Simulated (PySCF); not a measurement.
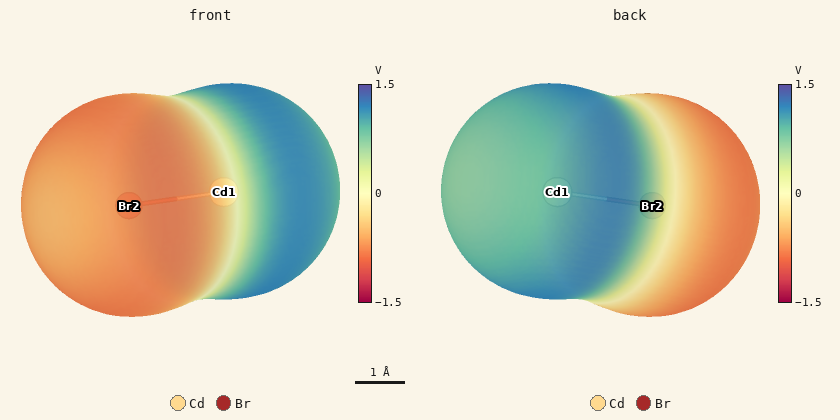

Figure 1: CdBr (doublet). The electrostatic potential painted on the density surface at 0.001 e/bohr³, seen from the front and from behind; red is negative and blue positive.

Core potentials replace the inner electrons of Cd.

The calculation used PBE0/cc-pVDZ(-PP), non-relativistic Hamiltonian with scalar-relativistic core potentials where named, at a bond length of 2.511 Å (PySCF).

```xyz
2

Cd    0.0000    0.0000   -1.0277
Br    0.0000    0.0000    1.4833
```

Q: Which sites attract a positive test charge, and which a negative one?

A: A positive charge is drawn to the negative regions and a negative charge to the positive ones. The most negative region (about −0.8 V, or −18 kcal/mol for a unit charge) lies over Br2, the most positive (about +1.2 V, or +28 kcal/mol for a unit charge) over Cd1.
